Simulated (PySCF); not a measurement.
## Electronic structure of C₄H₄O₂Si in real space

```xyz
11

O     3.2312   -0.1225   -0.3206
C     2.0445   -0.0564   -0.2001
C     0.8985   -0.9968   -0.2696
C    -0.0404   -0.0484   -0.0080
Si   -1.9151   -0.0002    0.1729
C     0.9895    1.0361    0.0986
O     0.9720    2.2087    0.3175
H     0.8358   -2.0533   -0.4590
H    -2.4180   -1.3572   -0.0351
H    -2.4062    0.9193   -0.8502
H    -2.1864    0.4733    1.5277
```

Geometry: GFN2-xTB.

Computed with PySCF, PBE0/pcSseg-1, SCF density, gas phase, non-relativistic.

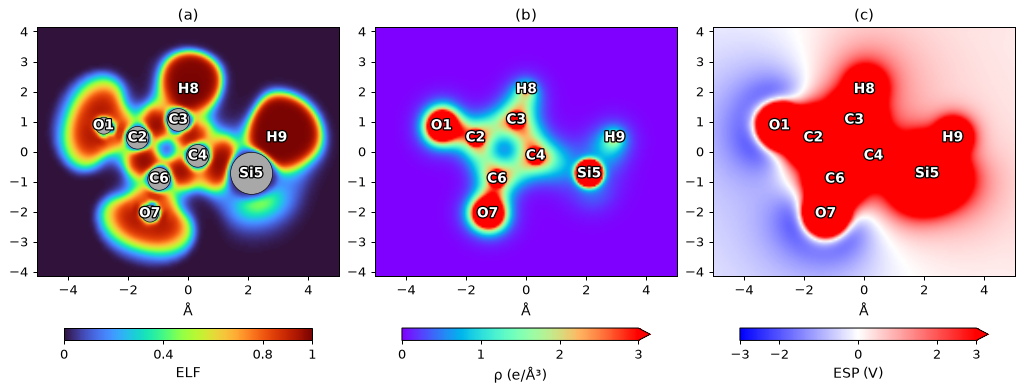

Figure 1. (a) electron localisation function; (b) electron density; (c) electrostatic potential on the plane of atoms C2, C6 and O7. Grey discs cover the atomic cores in the ELF map.

> Interpret the plot.

- The plane passes through O, C, Si and H nuclei.
- C–O (1.19 Å): ρ is about 3.4 e/Å³ halfway; the ELF peaks at about 0.85 between the atoms; a short, multiple covalent bond.
- C–C (1.36 Å): the density is about 2.2 e/Å³ at the midpoint; the ELF peaks at about 0.90 between the atoms, as expected for a covalent bond.
- C–Si (1.88 Å): ρ at the midpoint is about 0.92 e/Å³; the ELF peaks at about 1 between the atoms, as expected for a covalent bond.
- C–H (1.08 Å): ρ at the midpoint is about 2.1 e/Å³; the ELF climbs to about 1 towards the hydrogen, as it does in any bond to H: an ordinary covalent bond to hydrogen.
- C–C (1.48 Å): the density is about 1.8 e/Å³ at the midpoint; the ELF peaks at about 0.95 between the atoms: localised, covalent bonding.
- The ELF also peaks beside O7 and O1, away from the bonds: lone-pair regions.
- Outside the dense part of the molecule the potential is most negative (−1.8 V) near O1.

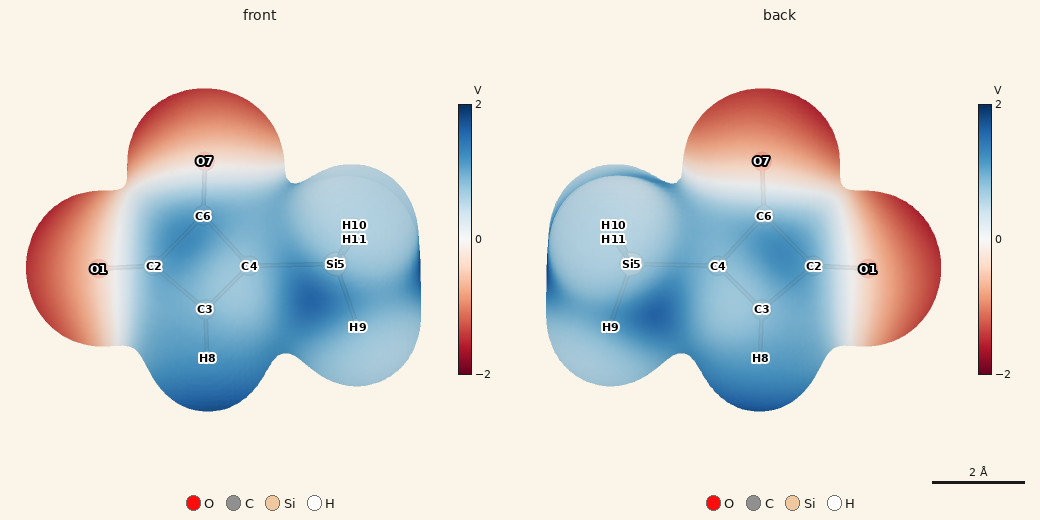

Figure 2. The electrostatic potential painted on the density surface at 0.002 e/bohr³, seen from the front and from behind; the colour scale runs from red (negative) to blue (positive).

> Which sites attract a positive test charge, and which a negative one?

A positive charge is drawn to the negative regions and a negative charge to the positive ones. The most negative region (about −1.5 V, or −35 kcal/mol for a unit charge) lies over O1 and O7, the most positive (about +1.8 V, or +42 kcal/mol for a unit charge) over Si5 and H8.

> What dipole moment does the calculation give?

Its dipole moment is 4.78 D.
